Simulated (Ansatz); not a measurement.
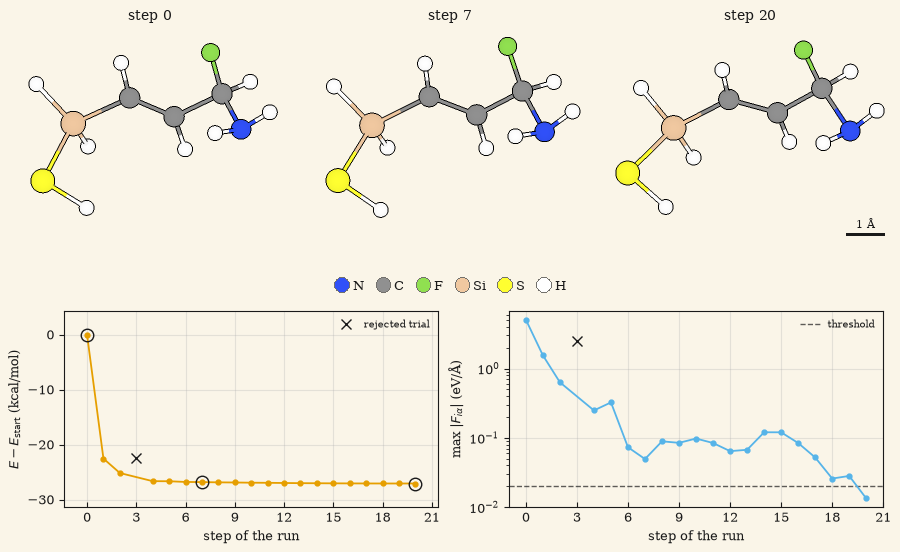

Frames of a relaxation of C3H8FNSSi, marked on the history of the run. A ball-and-stick model, seen at a tilt.

The run prepares the start of a later molecular dynamics calculation, from a guessed geometry.

All numbers below come from RKS PBE-D4/STO-3G in Ansatz. Set-up: no spin polarisation; force threshold 0.02 eV/Å; at most 40 steps.

### What happens along the run?

The largest move after the best rigid fit is that of an H atom, 0.58 Å. By element the largest moves are H 0.58 Å, S 0.45 Å, F 0.27 Å, N 0.27 Å, C 0.15 Å, Si 0.12 Å. Some distances before and after: C–N 1.387 → 1.541 Å, C–C 1.275 → 1.347 Å, C–F 1.346 → 1.415 Å, C–Si 1.817 → 1.867 Å. Among the angles between lasting bonds that change: Si–C–H 111.9° → 119.6°, N–C–F 106.1° → 113.3°, N–C–H 112.3° → 105.3°. Groups turn about C–Si by about 25°. The energy falls by 27.1 kcal/mol in 19 accepted moves (20 points after the start). The largest force component goes from 5.1 to 0.013 eV/Å. The line search rejected the trial step at point 3 of the run. Cost: 46 s on 1 thread of Intel(R) Xeon(R) 6975P-C (Granite Rapids), with other jobs on the host, peak memory 0.19 GiB. From step 0 to 7: the F atom moves most (0.19 Å), energy −26.8 kcal/mol. From step 7 to 20: an H atom moves most (0.46 Å), energy −0.25 kcal/mol.

Limits of the set-up: STO-3G is a minimal basis, so the numbers are rough.
